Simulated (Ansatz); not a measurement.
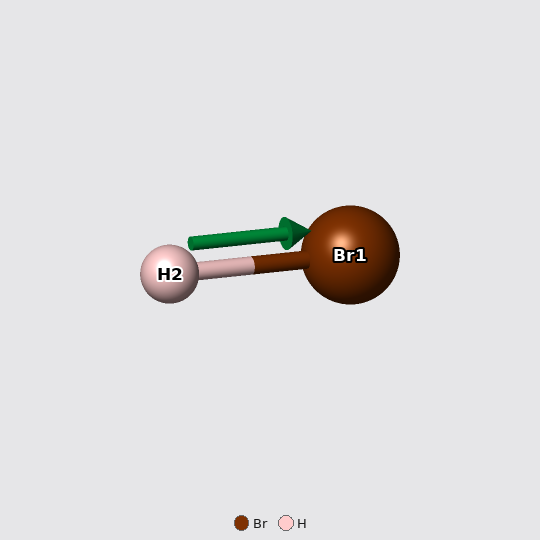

The arrows show one normal mode. Harmonic vibrations computed with RKS PBE0-D4/def2-TZVP (Ansatz 0.2.0) at a stationary point of the same level.

Describe the motion.

Answer. Mostly Br–H stretching.

At what wavenumber does it lie?

Answer. 2668 cm⁻¹; it is mode 1 of 1 counted from the lowest.
